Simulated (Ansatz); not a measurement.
W, pressure series

Start from W in the bcc (W type) structure (space group Im-3m, No. 229).

```
CELL_PARAMETERS angstrom
     -1.59176     1.59176     1.59176
      1.59176    -1.59176     1.59176
      1.59176     1.59176    -1.59176
ATOMIC_POSITIONS crystal
  W  0.00000 0.00000 0.00000
```

Cell and atoms are relaxed at each pressure.

The values are results of PBE, PAW, 420 eV (Ansatz, a first-principles code; no spin-orbit coupling), not measurements.

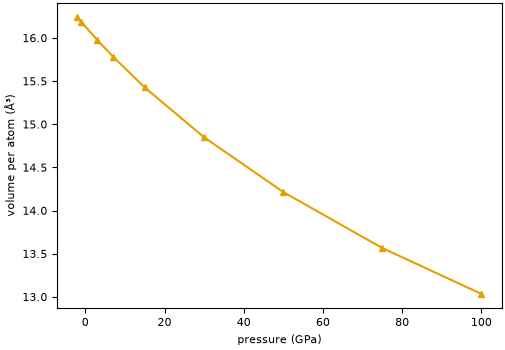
*Volume against pressure*

Estimate the zero-pressure bulk modulus from the plot.

About 310 GPa; a third-order Birch–Murnaghan fit to the points gives V₀ = 16.13 Å³/atom, B₀ = 307 GPa and B₀′ = 4.0.

Load acts through the strain it causes; cell and atoms are relaxed under it. No phonon test of stability was made. No other phases were tried under pressure. All final runs are without spin polarisation.
